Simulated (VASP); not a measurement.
Band structure of BaSi2 (space group P-3m1). These are PBEsol GGA, VASP's PBE PAW potentials (set 64) (plane waves; VASP 6.6.1) values and carry that method's errors.

Unless said otherwise, spin-orbit coupling is left out, though it shifts the bands of the heavy elements here.

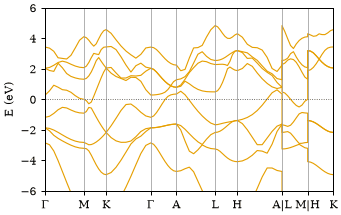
Figure. Bands along high-symmetry lines, zero at the valence-band maximum or, without a gap, the Fermi level

Question: Read the plot: is there a gap, and where are the band edges?

Answer: It has no gap at this level: it comes out as a metal or semimetal. (Edges off the drawn lines would not show.)

The structure comes from a computed database's BaSi2 entry (P-3m1); how it stands against other phases isn't given here. It was relaxed first.
